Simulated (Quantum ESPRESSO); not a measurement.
# Collinear magnetic orders of VBr3 with Quantum ESPRESSO, part 2 of 2

A self-consistent run ends on one state, which hangs on the start. Several orders of VBr3 are started in Quantum ESPRESSO and their energies compared.

Quantum ESPRESSO 7.5; LDA; plane waves with GBRV 1.5 LDA potentials, no spin-orbit coupling.

So far, absolute magnetization (μB): step 2 (run 1 (ferro ++)) 4.60.

### 3. Run 2 (antiferro +−)

pw.in reads:

```
&CONTROL
  calculation = 'scf'
  prefix = 'pwscf'
  outdir = './tmp'
  pseudo_dir = './pseudo'
  disk_io = 'nowf'
/
&SYSTEM
  ibrav = 0
  celldm(1) = 8
  nat = 8
  ntyp = 3
  ecutwfc = 40
  ecutrho = 280
  nbnd = 46
  occupations = 'smearing'
  smearing = 'fd'
  degauss = 0.00367493
  nspin = 2
  starting_magnetization(1) = 0.1538
  starting_magnetization(2) = -0.1538
  starting_magnetization(3) = 0
/
&ELECTRONS
  conv_thr = 1.6d-08
  electron_maxstep = 150
  mixing_beta = 0.3
/
ATOMIC_SPECIES
V1     50.9415 v_lda_v1.4.uspp.F.UPF
V2     50.9415 v_lda_v1.4.uspp.F.UPF
Br     79.9040 br_lda_v1.4.uspp.F.UPF
CELL_PARAMETERS alat
   2.3486186182634    0.0000000000000    0.0000000000000
  -1.1743093091435    2.0339633872145    0.0000000000000
   0.0000000000000    0.0000000000000    0.7945105464435
ATOMIC_POSITIONS crystal
V1      0.6666666700    0.3333333300    0.2500000000
V2      0.3333333300    0.6666666700    0.7500000000
Br      0.4419500000    0.2209750000    0.7500000000
Br      0.7790250000    0.2209750000    0.7500000000
Br      0.7790250000    0.5580500000    0.7500000000
Br      0.5580500000    0.7790250000    0.2500000000
Br      0.2209750000    0.7790250000    0.2500000000
Br      0.2209750000    0.4419500000    0.2500000000
K_POINTS automatic
6 6 6 0 0 0
```

Launch:

```sh
$ OMP_NUM_THREADS=1 mpirun -n 4 pw.x -nk 4 -in pw.in > pw.out
```

Log:

```text
[banner, memory and clock lines left out]
Program PWSCF v.7.5 starts

     Message from routine setup:
     using ibrav=0 with symmetry is DISCOURAGED, use correct ibrav instead

     bravais-lattice index     =            0
     lattice parameter (alat)  =       8.0000  a.u.
     unit-cell volume          =    1943.2347 (a.u.)^3
     number of atoms/cell      =            8
     number of atomic types    =            3
     number of electrons       =        68.00
     number of Kohn-Sham states=           46
     kinetic-energy cutoff     =      40.0000  Ry
     charge density cutoff     =     280.0000  Ry
     scf convergence threshold =      1.6E-08
     mixing beta               =       0.3000
     number of iterations used =            8  plain     mixing
     Exchange-correlation=  SLA  PZ   NOGX NOGC
                           (   1   1   0   0   0   0   0)

     celldm(1)=   8.000000  celldm(2)=   0.000000  celldm(3)=   0.000000
     celldm(4)=   0.000000  celldm(5)=   0.000000  celldm(6)=   0.000000

     crystal axes: (cart. coord. in units of alat)
               a(1) = (   2.348619   0.000000   0.000000 )
               a(2) = (  -1.174309   2.033963   0.000000 )
               a(3) = (   0.000000   0.000000   0.794511 )

     reciprocal axes: (cart. coord. in units 2 pi/alat)
               b(1) = (  0.425782  0.245825 -0.000000 )
               b(2) = (  0.000000  0.491651  0.000000 )
               b(3) = (  0.000000 -0.000000  1.258637 )

     PseudoPot. # 1 for V  read from file:
     v_lda_v1.4.uspp.F.UPF
     Pseudo is Ultrasoft + core correction, Zval = 13.0

     PseudoPot. # 2 for V  read from file:
     v_lda_v1.4.uspp.F.UPF
     Pseudo is Ultrasoft + core correction, Zval = 13.0

     PseudoPot. # 3 for Br read from file:
     br_lda_v1.4.uspp.F.UPF
     Pseudo is Ultrasoft + core correction, Zval =  7.0

     atomic species   valence    mass     pseudopotential
     V1               13.00    50.94150     V ( 1.00)
     V2               13.00    50.94150     V ( 1.00)
     Br                7.00    79.90400     Br( 1.00)

     Starting magnetic structure
     atomic species   magnetization
     V1              0.154
     V2             -0.154
     Br              0.000

     12 Sym. Ops. (no inversion) found ( 6 have fractional translation)

   Cartesian axes

     site n.     atom                  positions (alat units)
         1        V1     tau(   1) = (   1.1743093   0.6779878   0.1986276  )
         2        V2     tau(   2) = (  -0.0000000   1.3559756   0.5958829  )
         3        Br     tau(   3) = (   0.7784790   0.4494551   0.5958829  )
         4        Br     tau(   4) = (   1.5701396   0.4494551   0.5958829  )
         5        Br     tau(   5) = (   1.1743093   1.1350533   0.5958829  )
         6        Br     tau(   6) = (   0.3958303   1.5845083   0.1986276  )
         7        Br     tau(   7) = (  -0.3958303   1.5845083   0.1986276  )
         8        Br     tau(   8) = (  -0.0000000   0.8989101   0.1986276  )

     number of k points=    28  Fermi-Dirac smearing, width (Ry)=  0.0037
                       cart. coord. in units 2pi/alat
        k(    1) = (   0.0000000   0.0000000   0.0000000), wk =   0.0046296
        k(    2) = (   0.0000000   0.0000000   0.2097728), wk =   0.0092593
        k(    3) = (   0.0000000   0.0000000   0.4195455), wk =   0.0092593
        k(    4) = (   0.0000000   0.0000000  -0.6293183), wk =   0.0046296
        k(    5) = (   0.0000000   0.0819418   0.0000000), wk =   0.0277778
        [... 23 further k-points ...]

     Dense  grid:   153717 G-vectors     FFT dimensions: ( 108, 108,  36)

     Smooth grid:    66433 G-vectors     FFT dimensions: (  75,  75,  30)

     Generating pointlists ...
     new r_m :   0.2498 (alat units)  1.9984 (a.u.) for type    1
     new r_m :   0.2498 (alat units)  1.9984 (a.u.) for type    2
     new r_m :   0.2498 (alat units)  1.9984 (a.u.) for type    3

     Initial potential from superposition of free atoms

     starting charge      67.9978, renormalised to      68.0000

     negative rho (up, down):  7.178E-04 7.178E-04
     Starting wfcs are   44 randomized atomic wfcs +    2 random wfcs

     Self-consistent Calculation

     iteration #  1     ecut=    40.00 Ry     beta= 0.30
     Davidson diagonalization with overlap
     ethr =  1.00E-02,  avg # of iterations =  5.2

     Threshold (ethr) on eigenvalues was too large:
     Diagonalizing with lowered threshold

     Davidson diagonalization with overlap
     ethr =  1.85E-04,  avg # of iterations =  4.1

     negative rho (up, down):  7.228E-04 7.228E-04

     total energy              =    -569.84985317 Ry
     estimated scf accuracy    <       0.13654538 Ry

     total magnetization       =    -0.00 Bohr mag/cell
     absolute magnetization    =     4.30 Bohr mag/cell

     iteration #  2     ecut=    40.00 Ry     beta= 0.30
     Davidson diagonalization with overlap
     ethr =  2.01E-04,  avg # of iterations =  3.5

     negative rho (up, down):  7.490E-04 7.490E-04

     total energy              =    -569.85702943 Ry
     estimated scf accuracy    <       0.07932175 Ry

     total magnetization       =    -0.00 Bohr mag/cell
     absolute magnetization    =     4.27 Bohr mag/cell

     [... further iterations left out ...]

     iteration # 11     ecut=    40.00 Ry     beta= 0.30
     Davidson diagonalization with overlap
     ethr =  2.16E-09,  avg # of iterations =  1.0

     negative rho (up, down):  9.196E-04 9.196E-04

     total energy              =    -569.87493524 Ry
     estimated scf accuracy    <       0.00000003 Ry

     total magnetization       =    -0.00 Bohr mag/cell
     absolute magnetization    =     4.58 Bohr mag/cell

     iteration # 12     ecut=    40.00 Ry     beta= 0.30
     Davidson diagonalization with overlap
     ethr =  3.79E-11,  avg # of iterations =  2.2

     negative rho (up, down):  9.195E-04 9.195E-04

     Magnetic moment per site  (integrated on atomic sphere of radius R)
     atom   1 (R=0.250)  charge= 10.9977  magn=  1.8196
     atom   2 (R=0.250)  charge= 10.9976  magn= -1.8195
     atom   3 (R=0.250)  charge=  4.8741  magn= -0.0399
     atom   4 (R=0.250)  charge=  4.8741  magn= -0.0399
     atom   5 (R=0.250)  charge=  4.8741  magn= -0.0399
     atom   6 (R=0.250)  charge=  4.8741  magn=  0.0399
     atom   7 (R=0.250)  charge=  4.8741  magn=  0.0399
     atom   8 (R=0.250)  charge=  4.8741  magn=  0.0399

     End of self-consistent calculation

     [... lines left out ...]
     the Fermi energy is     2.4621 ev

!    total energy              =    -569.87493525 Ry
     estimated scf accuracy    <       0.00000001 Ry
     smearing contrib. (-TS)   =      -0.00455176 Ry
     internal energy E=F+TS    =    -569.87038350 Ry

     The total energy is F=E-TS. E is the sum of the following terms:
     one-electron contribution =    -437.49959276 Ry
     hartree contribution      =     233.57570958 Ry
     xc contribution           =    -193.58682980 Ry
     ewald contribution        =    -172.35967052 Ry

     total magnetization       =     0.00 Bohr mag/cell
     absolute magnetization    =     4.58 Bohr mag/cell

     convergence has been achieved in  12 iterations
```

Elapsed: 2.2 min, on 4 MPI ranks of Intel Xeon 6975P-C (Granite Rapids), shared host; peak memory 1.4 GiB.

Spin moment in the atom's sphere by atom:

```
atom  spin moment in the atom's sphere (μB)
  V1                                   1.82
  V2                                  -1.82
 Br3                                  -0.04
 Br4                                  -0.04
 Br5                                  -0.04
 Br6                                   0.04
 Br7                                   0.04
 Br8                                   0.04
```

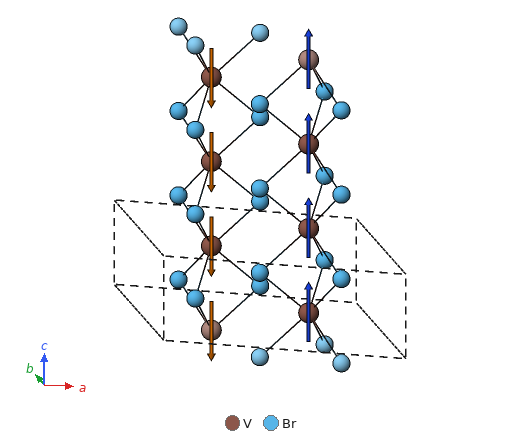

Spin moment in the atom's sphere as arrows, the longest 1.82 μB. Up and down stand for the sign. Arrows give size and sign along the axis of quantisation, drawn up and down the page. The two directions have two colours. 1×1×3 cells are drawn. Some periodic images of atoms are drawn too.

This step gave:

| Quantity | Value |
| --- | --- |
| smearing term TS | 0.06193 eV |
| magnetization | 0 μB |
| absolute magnetization | 4.577 μB |
| final state | antiferromagnetic |

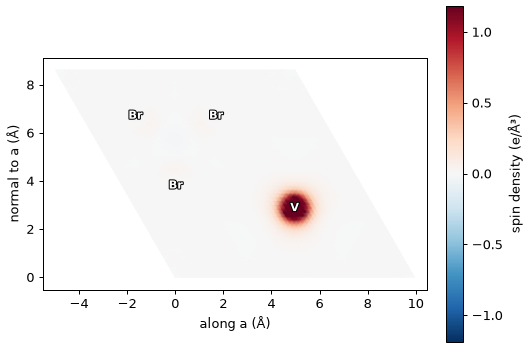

Spin density in the ab plane at fractional z = 0.250, with atoms of V and Br within 0.2 Å of it.

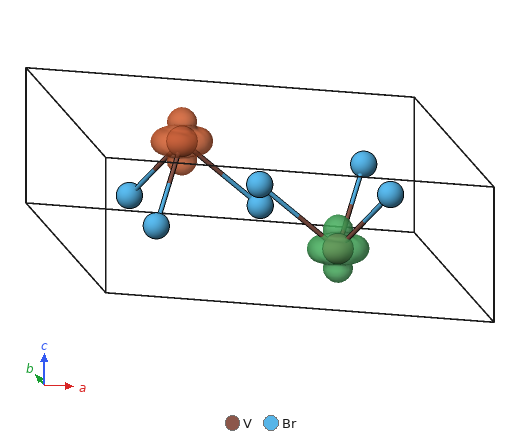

Surfaces of spin density = ±0.38 e/Å³, which hold about 50 % of the integral of its size. The two colours are the two signs.

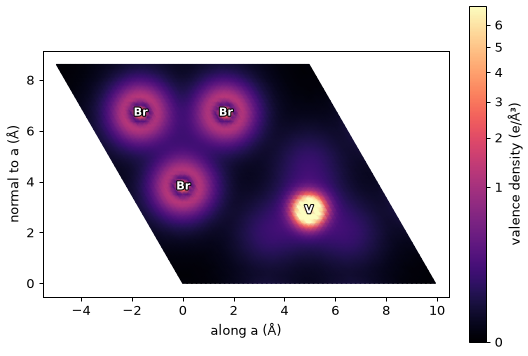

Valence density in the ab plane at fractional z = 0.250, with atoms of V and Br within 0.2 Å of it. It is the smooth field of the valence electrons, not physical close to the nuclei. The colour scale is stretched toward low values.

### 4. Ranking

An order is kept where moments of 0.15 μB or more survive with the typed signs; meshes match where a doubled cell samples the same k points as the first cell.

Orders:

```csv
start,final state,typed order kept,energy over the lowest (meV a seeded atom),largest site moment (μB),net moment (μB a cell of the first run),mesh matched,CPU time (s)
ferro ++,ferromagnetic,yes,0,1.823,4,yes,480.2
antiferro +-,antiferromagnetic,yes,6.235,1.82,0,yes,535.1
```

### 5. What came out

```json
{"lowest state found": "ferromagnetic (from ferro ++)", "largest site moment": "1.82 μB", "next state with moments": "antiferromagnetic, 6.23 meV a seeded atom higher"}
```

The smearing terms TS of the orders run from 31 to 34 meV a seeded atom, so the differences would change at a smaller width: an order with a larger TS is lowered more by the smearing. This is the lowest of 2 collinear or spinless starts, no proof of the ground state. No Hubbard term acts here. In such compounds local and semilocal functionals without one often delocalise the d electrons, and can shrink or lose moments and miss the size, sign and order of the couplings. The smearing term is large for its width, so states at the Fermi level are partly filled: at this level the cell is a metal or has a gap of a few widths at most.

[Logs and program files are shortened in this print: banners, set-up blocks, solver, clock and traceback lines can be left out without a mark of their own.]

[Logs are printed without paths, hosts, clocks, repeated set-up lines and the standing remarks that a program may print on its own settings, such as how far it seeks lower states.]

[Hosts, paths, dates, database ids (printed as entryN), source tags and the programs' standing remarks are cut or masked in the printed files.]

[Where a cell is said to come from a database of computed structures, the database is the Materials Project.]
